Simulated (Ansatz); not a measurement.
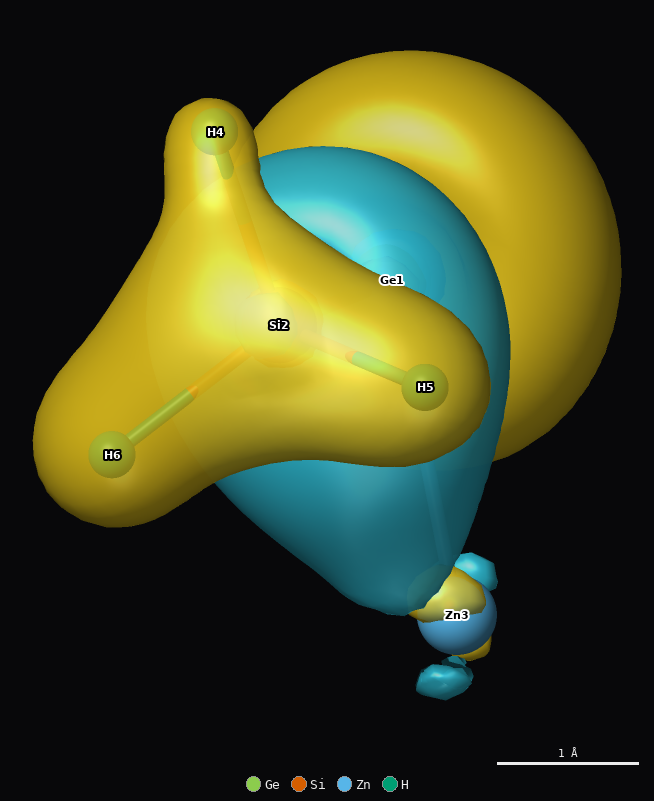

Figure. GeH3SiZn (SMILES [SiH3][Ge][Zn]) (doublet). The HOMO (β) at ±0.1 Å⁻³ᐟ² (yellow and cyan are the two phases), seen at an oblique angle.

Geometry: PBE-D3(BJ)/def2-SVP.

All numbers below come from isolated molecule in a Gaussian basis; Kohn-Sham density functional theory, functional PBE0 in Ansatz.

Input

```
basis:
  gaussian:
    orbitals: def2-TZVPD
crystal:
  periodic: [false, false, false]
  atoms:
    - {symbol: Ge, position_ang: [0.440817, -0.594807, -1.073869]}
    - {symbol: Si, position_ang: [-1.801720, 0.168219, -0.328941]}
    - {symbol: Zn, position_ang: [0.899660, -0.729393, 1.297755]}
    - {symbol: H, position_ang: [-2.573136, 0.414142, -1.608302]}
    - {symbol: H, position_ang: [-1.852932, 1.468423, 0.444063]}
    - {symbol: H, position_ang: [-2.624243, -0.820341, 0.469095]}
magnetization:
  spin_polarized: true
  initial_magnetization: 1
hamiltonian:
  xc: pbe0
output: {forces: true, orbitals: {seedname: orbitals}}
```

Launched as:

```sh
ansatz run input.yaml --threads 2 --pin off --max-ram 4350MiB --events-out events.jsonl --progress --plain --runs-dir runs
```

### Where does this orbital lie, and at what energy?

Its weight (Hirshfeld) is mainly on Ge1 (about 55 %), Si2 (about 30 %) and Zn3 (about 10 %). Its energy is −6.53 eV.
